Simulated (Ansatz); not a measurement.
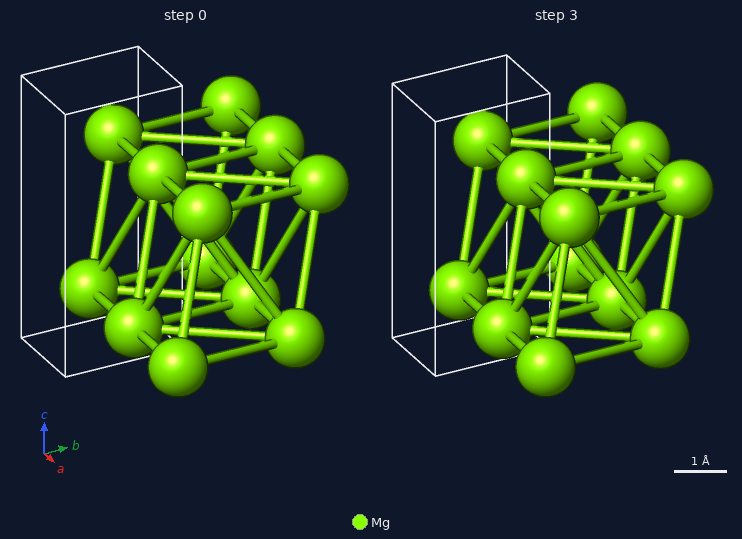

The structure of solid Mg (built on the hcp type) before (left) and after (right) a relaxation, at one scale.

The picture is a ball-and-stick view of the cell of the calculation, repeated 3 × 2 × 1 with one cell outlined, seen slightly off an axis.

These are results of Ansatz, DFT LDA, scalar-relativistic, plane waves, PAW, not measurements.

Input file:
```yaml
crystal:
  lattice:
    - [3.21, 0.0, 0.0]
    - [-1.605, 2.7799415461, 0.0]
    - [0.0, 0.0, 5.21304]
  atoms:
    - { symbol: Mg, position: [0.3333333333, 0.6666666667, 0.75] }
    - { symbol: Mg, position: [0.6666666667, 0.3333333333, 0.25] }
basis:
  ecutwfc: 420
  ecutrho_ratio: 4
kpoints:
  mp_grid: { grid: [16, 16, 8] }
hamiltonian:
  xc: lda
scf:
  occupations: { method: gaussian, width: 0.05 }
output:
  forces: true
  stress: true
  eigenvalues: true
relax:
  f_tol: 0.01
  max_steps: 60
  cell: { stress_tol: 0.15 }
```

Describe what moved and what it gained.

Answer. After 2 accepted moves (3 points after the start) the energy has fallen by 13.9 meV per atom. All forces vanish by symmetry, so only the cell relaxes. The pressure goes from −2.52 to 0.09 GPa. The SCF was repeated once at an unchanged geometry on a basis and grid sized afresh for the cell, which shifted the energy by less than 0.05 meV per atom at most. No atom moves by more than 0.005 Å relative to the cell. The volume changes by −7.3 %, with a = b 3.210 → 3.140 Å (−2.2 %), c 5.213 → 5.054 Å (−3.1 %). Near-neighbour distances that change, for instance: Mg1–Mg2 3.198 → 3.110 Å, Mg1–Mg1 3.210 → 3.140 Å. The space group stays P6_3/mmc (No. 194). The run took about 9 core-seconds on a shared host.
